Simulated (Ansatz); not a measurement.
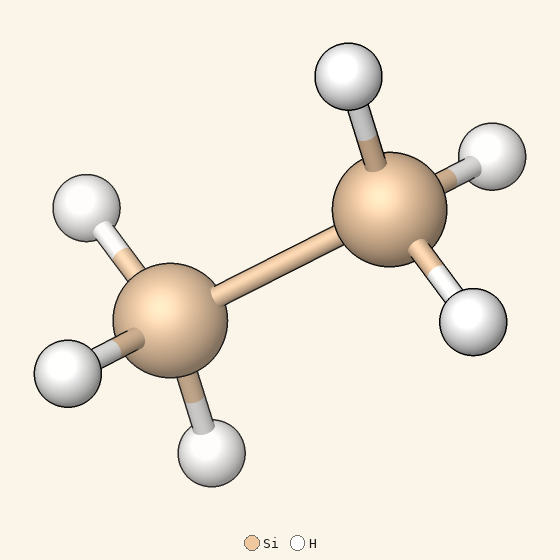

Rendered structure (ball-and-stick style). Every bond is drawn as one stick, whatever its order.

The computed structure is the end point of a PBE0-D4/def2-TZVP optimisation.

What does the picture show?

Formula Si₂H₆. The point group is D3d. Coordination: 2 Si tetrahedral.

More results for the same structure follow; atom numbers are the same in all pictures, views and colours differ.

### Electronic properties

Properties computed with RKS PBE0-D4/def2-TZVPP (Ansatz 0.2.0).

What is the HOMO energy (Kohn–Sham orbital)?

Answer. −8.39 eV.

Estimate the dispersion correction.

Answer. −10.6 kJ/mol.

What is the HOMO–LUMO gap?

Answer. 8.68 eV.

### Charges

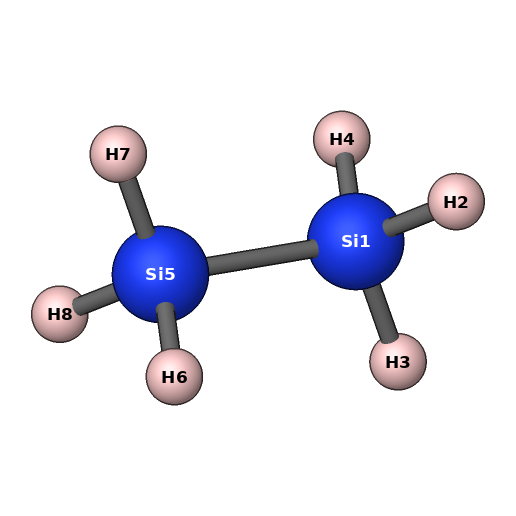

The questions are on Mulliken charges. Method: RKS PBE0-D4/def2-TZVP (Ansatz 0.2.0).

List the Mulliken charges.

```
atom  value (e)
 Si1       0.03
  H2      −0.01
  H3      −0.01
  H4      −0.01
 Si5       0.03
  H6      −0.01
  H7      −0.01
  H8      −0.01
```

### Thermal motion

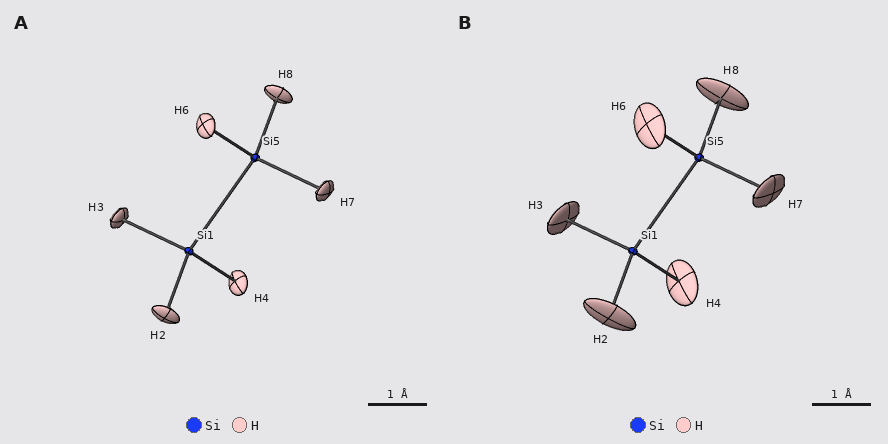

Displacement ellipsoids at the 50 % level, scaled by 0.7, from the internal vibrations of the free molecule (harmonic, no overall translation or rotation; no half-axis is drawn under 0.075 Å). Vibrations computed with RKS PBE0-D4/def2-TZVP (Ansatz 0.2.0). One panel is for 200 K, the other for 900 K.

Which panel is for 900 K?

Answer. B.

How much does the mean-square displacement of H3 grow, and why?

Answer. U_eq goes from 0.0321 to 0.0996 Å², a factor of 3.1. Modes below kT (626 cm⁻¹ at 900 K) grow about in proportion to T, and the lowest lies at 135 cm⁻¹; the mean-square amplitude of a mode is its zero-point value times coth(ħω/2kT), which comes close to 1 only above about 3kT.

Mulliken values depend strongly on the basis set and can even reverse the polarity of a bond.
